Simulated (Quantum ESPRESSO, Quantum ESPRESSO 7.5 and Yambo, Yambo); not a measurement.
## A GW chain in Yambo: ZrSe2 (1T monolayer)

Wanted: ground state, empty states, screening and self-energy for ZrSe2 (1T monolayer).

Main program and level: Quantum ESPRESSO 7.5 and Yambo 5.3.0; PBE and many-body steps on it, plane waves.

## (1) Set-up

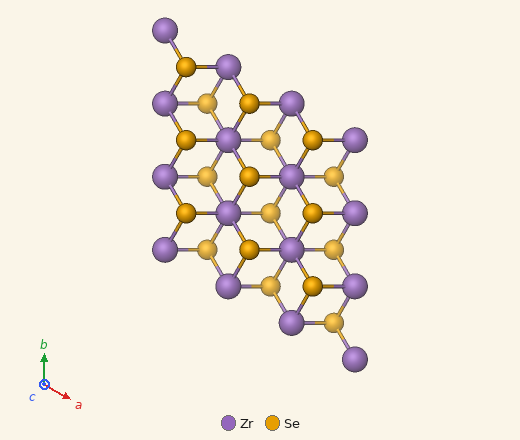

The starting structure, seen from above (zirconium purple, selenium orange). 3×3×1 cells are drawn. Some periodic images of atoms are drawn too.

The cell holds 3 atoms: 1 Zr and 2 Se. Cell: a = 3.808 Å, b = 3.808 Å, c = 16.000 Å, α = 90.0°, β = 90.0°, γ = 120.0°. Vacuum lies along c.

As a file:

```cif
data_structure
_symmetry_space_group_name_H-M 'P 1'
_symmetry_Int_Tables_number 1
_cell_length_a 3.8082
_cell_length_b 3.8082
_cell_length_c 16.0000
_cell_angle_alpha 90.000
_cell_angle_beta 90.000
_cell_angle_gamma 120.000
_cell_volume 200.95
loop_
_atom_site_label
_atom_site_type_symbol
_atom_site_fract_x
_atom_site_fract_y
_atom_site_fract_z
_atom_site_occupancy
Zr1 Zr 0.00000 0.00000 0.50000 1
Se2 Se 0.33333 0.66667 0.59854 1
Se3 Se 0.66667 0.33333 0.40146 1
```

The structure was relaxed with PBE. The runs that relaxed it are not among those shown.

## (2) Ground state

This step: Quantum ESPRESSO 7.5; DFT, PBE, plane waves, norm-conserving pseudopotentials.

The ground-state density comes first.

Input file pw.in:

```
&control
  calculation = 'scf'
  prefix = 'x'
  outdir = 'o'
  pseudo_dir = 'pseudo'
/
&system
  ibrav = 0
  nat = 3
  ntyp = 2
  ecutwfc = 104.0
  nbnd = 35
  force_symmorphic = .true.
/
&electrons
  conv_thr = 1e-10
  electron_maxstep = 80
  mixing_beta = 0.5
/
ATOMIC_SPECIES
  Zr 91.224 Zr.upf
  Se 78.971 Se.upf
CELL_PARAMETERS angstrom
  3.8082320812 0.0000000002 0.0000000000
  -1.9041160408 3.2980257257 0.0000000000
  0.0000000000 0.0000000000 16.0000000000
ATOMIC_POSITIONS crystal
  Zr 0.0000000000 0.0000000000 0.5000000000
  Se 0.3333333333 0.6666666667 0.5985386353
  Se 0.6666666667 0.3333333333 0.4014613647
K_POINTS automatic
  9 9 1 0 0 0
```

The run is started by

```sh
$ OMP_NUM_THREADS=1 mpirun -n 8 pw.x -nk 8 -in pw.in > pw.out
```

Output:

```text
Program PWSCF v.7.5 starts

     This program is part of the open-source Quantum ESPRESSO suite
     for quantum simulation of materials; please cite
         "P. Giannozzi et al., J. Phys.:Condens. Matter 21 395502 (2009);
         "P. Giannozzi et al., J. Phys.:Condens. Matter 29 465901 (2017);
         "P. Giannozzi et al., J. Chem. Phys. 152 154105 (2020);
     in publications or presentations arising from this work. More details at
     Message from routine setup:
     using ibrav=0 with symmetry is DISCOURAGED, use correct ibrav instead

     G-vector sticks info

     bravais-lattice index     =            0
     lattice parameter (alat)  =       7.1965  a.u.
     unit-cell volume          =    1356.1072 (a.u.)^3
     number of atoms/cell      =            3
     number of atomic types    =            2
     number of electrons       =        60.00
     number of Kohn-Sham states=           35
     kinetic-energy cutoff     =     104.0000  Ry
     charge density cutoff     =     416.0000  Ry
     scf convergence threshold =      1.0E-10
     mixing beta               =       0.5000
     number of iterations used =            8  plain     mixing
     Exchange-correlation= PBE
                           (   1   4   3   4   0   0   0)

     celldm(1)=   7.196516  celldm(2)=   0.000000  celldm(3)=   0.000000
     celldm(4)=   0.000000  celldm(5)=   0.000000  celldm(6)=   0.000000

     crystal axes: (cart. coord. in units of alat)
               a(1) = (   1.000000   0.000000   0.000000 )
               a(2) = (  -0.500000   0.866025   0.000000 )
               a(3) = (   0.000000   0.000000   4.201425 )

     reciprocal axes: (cart. coord. in units 2 pi/alat)
               b(1) = (  1.000000  0.577350 -0.000000 )
               b(2) = ( -0.000000  1.154701  0.000000 )
               b(3) = (  0.000000 -0.000000  0.238015 )
     Pseudo is Norm-conserving + core correction, Zval = 12.0
     Generated using ONCVPSP code by D. R. Hamann
     Using radial grid of 1622 points,  6 beta functions with:
     Pseudo is Norm-conserving + core correction, Zval = 24.0
     Generated using ONCVPSP code by D. R. Hamann
     Using radial grid of 1214 points,  6 beta functions with:
     Zr               12.00    91.22400     Zr( 1.00)
     Se               24.00    78.97100     Se( 1.00)

     12 Sym. Ops., with inversion, found

   Cartesian axes

     site n.     atom                  positions (alat units)
         1        Zr     tau(   1) = (   0.0000000   0.0000000   2.1007123  )
         2        Se     tau(   2) = (  -0.0000000   0.5773503   2.5147150  )
         3        Se     tau(   3) = (   0.5000000   0.2886751   1.6867097  )

     number of k points=    12
                       cart. coord. in units 2pi/alat
        k(    1) = (   0.0000000   0.0000000   0.0000000), wk =   0.0246914
        k(    2) = (  -0.0000000   0.1283001   0.0000000), wk =   0.1481481
        k(    3) = (  -0.0000000   0.2566001   0.0000000), wk =   0.1481481
        k(    4) = (  -0.0000000   0.3849002   0.0000000), wk =   0.1481481
        k(    5) = (  -0.0000000   0.5132002   0.0000000), wk =   0.1481481
        k(    6) = (   0.1111111   0.1924501   0.0000000), wk =   0.1481481
        k(    7) = (   0.1111111   0.3207501   0.0000000), wk =   0.2962963
        k(    8) = (   0.1111111   0.4490502   0.0000000), wk =   0.2962963
        k(    9) = (   0.1111111   0.5773503   0.0000000), wk =   0.1481481
        k(   10) = (   0.2222222   0.3849002   0.0000000), wk =   0.1481481
        k(   11) = (   0.2222222   0.5132002   0.0000000), wk =   0.2962963
        k(   12) = (   0.3333333   0.5773503   0.0000000), wk =   0.0493827

     Dense  grid:   194387 G-vectors     FFT dimensions: (  48,  48, 200)

     Initial potential from superposition of free atoms

     starting charge      59.9975, renormalised to      60.0000
     Starting wfcs are   36 randomized atomic wfcs

     per-process dynamical memory:   141.0 Mb

     Self-consistent Calculation

     iteration #  1     ecut=   104.00 Ry     beta= 0.50

     Threshold (ethr) on eigenvalues was too large:
     Diagonalizing with lowered threshold

     total energy              =   -1454.55972117 Ry
     estimated scf accuracy    <       0.12962365 Ry

     iteration #  2     ecut=   104.00 Ry     beta= 0.50

     total energy              =   -1454.57227782 Ry
     estimated scf accuracy    <       0.06111814 Ry

     iteration #  3     ecut=   104.00 Ry     beta= 0.50

     total energy              =   -1454.58703005 Ry
     estimated scf accuracy    <       0.02717524 Ry

     iteration #  4     ecut=   104.00 Ry     beta= 0.50

     total energy              =   -1454.59048814 Ry
     estimated scf accuracy    <       0.00089124 Ry

     iteration #  5     ecut=   104.00 Ry     beta= 0.50

     total energy              =   -1454.59054103 Ry
     estimated scf accuracy    <       0.00008361 Ry

     iteration #  6     ecut=   104.00 Ry     beta= 0.50

     total energy              =   -1454.59056178 Ry
     estimated scf accuracy    <       0.00001402 Ry

     iteration #  7     ecut=   104.00 Ry     beta= 0.50

     total energy              =   -1454.59056362 Ry
     estimated scf accuracy    <       0.00000012 Ry

     iteration #  8     ecut=   104.00 Ry     beta= 0.50

     total energy              =   -1454.59056368 Ry
     estimated scf accuracy    <       0.00000003 Ry

     iteration #  9     ecut=   104.00 Ry     beta= 0.50

     total energy              =   -1454.59056368 Ry
     estimated scf accuracy    <          4.5E-09 Ry

     iteration # 10     ecut=   104.00 Ry     beta= 0.50

     total energy              =   -1454.59056368 Ry
     estimated scf accuracy    <          9.1E-10 Ry

     iteration # 11     ecut=   104.00 Ry     beta= 0.50

     End of self-consistent calculation

          k = 0.0000 0.0000 0.0000 ( 24297 PWs)   bands (ev):

  -206.9615-206.9615-146.4447-146.4447-146.4447-146.4447-146.4402-146.4402
   -49.3026 -46.6269 -46.6269 -46.6267 -46.6267 -46.6192 -46.6192 -46.6189
   -46.6189 -46.6155 -46.6154 -27.3338 -27.2308 -27.2308 -12.7085 -11.8333
    -3.8018  -2.3170  -2.3170  -0.9055   0.1714   0.1714   1.3003   1.3003
     1.9068   4.6715   4.6716

          k =-0.0000 0.1283 0.0000 ( 24323 PWs)   bands (ev):

  -206.9615-206.9615-146.4447-146.4447-146.4447-146.4447-146.4402-146.4402
   -49.3015 -46.6269 -46.6267 -46.6266 -46.6266 -46.6192 -46.6192 -46.6189
   -46.6189 -46.6155 -46.6154 -27.3290 -27.2513 -27.2352 -12.6045 -11.8302
    -3.6536  -2.6216  -2.2593  -0.7186  -0.6302  -0.2147   1.3626   1.7259
     2.1662   4.0334   4.5876

          k =-0.0000 0.2566 0.0000 ( 24320 PWs)   bands (ev):

  -206.9615-206.9615-146.4447-146.4447-146.4447-146.4447-146.4402-146.4402
   -49.2987 -46.6268 -46.6267 -46.6265 -46.6260 -46.6192 -46.6191 -46.6189
   -46.6188 -46.6154 -46.6153 -27.3176 -27.3019 -27.2463 -12.3324 -11.8179
    -3.3142  -3.0012  -2.1550  -2.0235  -0.6935  -0.5076   1.1328   2.2822
     2.5681   3.7553   4.5437

          k =-0.0000 0.3849 0.0000 ( 24272 PWs)   bands (ev):

     [... further k-points ...]

     highest occupied, lowest unoccupied level (ev):     0.1714    0.7221

!    total energy              =   -1454.59056368 Ry
     estimated scf accuracy    <          3.8E-11 Ry

     The total energy is the sum of the following terms:
     one-electron contribution =   -3615.52410846 Ry
     hartree contribution      =    1741.87320074 Ry
     xc contribution           =    -135.38878190 Ry
     ewald contribution        =     554.44912594 Ry

     convergence has been achieved in  11 iterations

     XML data file, charge density, pseudopotentials, collected wavefunctions

=------------------------------------------------------------------------------=
   JOB DONE.
=------------------------------------------------------------------------------=
```

It took 75 s on 8 MPI ranks of AMD EPYC 7R43, shared host; peak memory 1.8 GiB.

This step gave:

```
total energy               : -19790.7128 eV
gap                        : 0.5508 eV
k of the valence top       : 0, 0, 0
k of the conduction bottom : 0, 0.4444, 0
least direct gap           : 1.129 eV
```

The gap is indirect, with the least direct gap 0.58 eV higher.

## (3) Empty states on the mesh, 6×6×1 mesh, 124 bands

The sums over transitions need many empty states on a uniform mesh; this step solves for them.

pw.in, as its differences from that of step 2:

```diff
@@ -1,3 +1,3 @@
 &control
-  calculation = 'scf'
+  calculation = 'nscf'
   prefix = 'x'
@@ -11,3 +11,3 @@
   ecutwfc = 104.0
-  nbnd = 35
+  nbnd = 124
   force_symmorphic = .true.
@@ -15,5 +15,6 @@
 &electrons
-  conv_thr = 1e-10
+  conv_thr = 1e-9
   electron_maxstep = 80
-  mixing_beta = 0.5
+  diago_full_acc = .true.
+  diago_thr_init = 5e-6
 /
@@ -31,2 +32,2 @@
 K_POINTS automatic
-  9 9 1 0 0 0
+  6 6 1 0 0 0
```

The run is started by

```sh
$ OMP_NUM_THREADS=1 mpirun -n 8 pw.x -nk 4 -in pw.in > pw.out
```

Output:

```text
[banner, memory and clock lines left out]
Program PWSCF v.7.5 starts

     Atomic positions and unit cell read from directory:
     o/x.save/

     Message from routine setup:
     using ibrav=0 with symmetry is DISCOURAGED, use correct ibrav instead

     bravais-lattice index     =            0
     lattice parameter (alat)  =       7.1965  a.u.
     unit-cell volume          =    1356.1072 (a.u.)^3
     number of atoms/cell      =            3
     number of atomic types    =            2
     number of electrons       =        60.00
     number of Kohn-Sham states=          124
     kinetic-energy cutoff     =     104.0000  Ry
     charge density cutoff     =     416.0000  Ry
     Exchange-correlation= PBE
                           (   1   4   3   4   0   0   0)

     celldm(1)=   7.196516  celldm(2)=   0.000000  celldm(3)=   0.000000
     celldm(4)=   0.000000  celldm(5)=   0.000000  celldm(6)=   0.000000

     crystal axes: (cart. coord. in units of alat)
               a(1) = (   1.000000   0.000000   0.000000 )
               a(2) = (  -0.500000   0.866025   0.000000 )
               a(3) = (   0.000000   0.000000   4.201425 )

     reciprocal axes: (cart. coord. in units 2 pi/alat)
               b(1) = (  1.000000  0.577350 -0.000000 )
               b(2) = ( -0.000000  1.154701  0.000000 )
               b(3) = (  0.000000 -0.000000  0.238015 )
     Pseudo is Norm-conserving + core correction, Zval = 12.0
     Generated using ONCVPSP code by D. R. Hamann
     Using radial grid of 1622 points,  6 beta functions with:
     Pseudo is Norm-conserving + core correction, Zval = 24.0
     Generated using ONCVPSP code by D. R. Hamann
     Using radial grid of 1214 points,  6 beta functions with:
     Zr               12.00    91.22400     Zr( 1.00)
     Se               24.00    78.97100     Se( 1.00)

     12 Sym. Ops., with inversion, found

   Cartesian axes

     site n.     atom                  positions (alat units)
         1        Zr     tau(   1) = (   0.0000000   0.0000000   2.1007123  )
         2        Se     tau(   2) = (  -0.0000000   0.5773503   2.5147150  )
         3        Se     tau(   3) = (   0.5000000   0.2886751   1.6867097  )

     number of k points=     7
                       cart. coord. in units 2pi/alat
        k(    1) = (   0.0000000   0.0000000   0.0000000), wk =   0.0555556
        k(    2) = (  -0.0000000   0.1924501   0.0000000), wk =   0.3333333
        k(    3) = (  -0.0000000   0.3849002   0.0000000), wk =   0.3333333
        k(    4) = (   0.0000000  -0.5773503   0.0000000), wk =   0.1666667
        k(    5) = (   0.1666667   0.2886751   0.0000000), wk =   0.3333333
        k(    6) = (   0.1666667   0.4811252   0.0000000), wk =   0.6666667
        k(    7) = (   0.3333333   0.5773503   0.0000000), wk =   0.1111111

     Dense  grid:   194387 G-vectors     FFT dimensions: (  48,  48, 200)

     The potential is recalculated from file :
     o/x.save/charge-density

     Starting wfcs are   36 randomized atomic wfcs +   88 random wfcs

     Band Structure Calculation

     End of band structure calculation

          k = 0.0000 0.0000 0.0000 ( 24297 PWs)   bands (ev):

  -206.9615-206.9615-146.4448-146.4448-146.4448-146.4448-146.4402-146.4402
   -49.3027 -46.6269 -46.6269 -46.6267 -46.6267 -46.6192 -46.6192 -46.6189
   -46.6189 -46.6155 -46.6154 -27.3339 -27.2309 -27.2309 -12.7085 -11.8333
    -3.8019  -2.3171  -2.3171  -0.9055   0.1713   0.1713   1.3003   1.3003
[...]
[... 4 further rows ...]
[...]
33.6857  34.3077  34.3077  34.5024

          k =-0.0000 0.1925 0.0000 ( 24348 PWs)   bands (ev):

  -206.9615-206.9615-146.4448-146.4448-146.4448-146.4448-146.4402-146.4402
[...]
[... 4 further rows ...]
[...]
34.0155  34.6425  35.0279  35.4184

          k =-0.0000 0.3849 0.0000 ( 24272 PWs)   bands (ev):

  -206.9615-206.9615-146.4448-146.4448-146.4448-146.4448-146.4402-146.4402
[...]
20.9462  20.9593  21.4858  21.6412  22.2243  22.4484  22.7003  22.8645
     [... 4 further rows ...]
    31.7019  32.4844  32.7698  32.8043  32.9897  33.6780  33.7129  33.7595
    34.0868  34.2084  34.3552  34.5406

          k = 0.0000-0.5774 0.0000 ( 24312 PWs)   bands (ev):

     [... further k-points ...]

     highest occupied, lowest unoccupied level (ev):     0.1713    0.7009

     XML data file, pseudopotentials, collected wavefunctions
```

Elapsed: 37 s, on 8 MPI ranks; peak memory 1.6 GiB.

This step gave:

```
gap                                                           : 0.5296 eV
k of the valence top                                          : 0, 0, 0
k of the conduction bottom                                    : 0, -0.5, 0
least direct gap                                              : 1.129 eV
k points computed                                             : 7
lowest point of the top converged band, above the valence top : 34.33 eV
```

On this mesh the gap is 0.530 eV.

(Continued in part 2 of 2.)

[Paths, hosts, dates, memory and timing lines, banners, echoed tables and standing remarks are left out of the program output.]

[Logs are printed without paths, hosts, clocks, repeated set-up lines and the standing remarks that a program may print on its own settings, such as how far it seeks lower states.]

[Runs of the session that timed out or met a known fault of the program may be left out.]

[Hosts, paths, dates, database ids (printed as entryN), source tags and the programs' standing remarks are cut or masked in the printed files.]
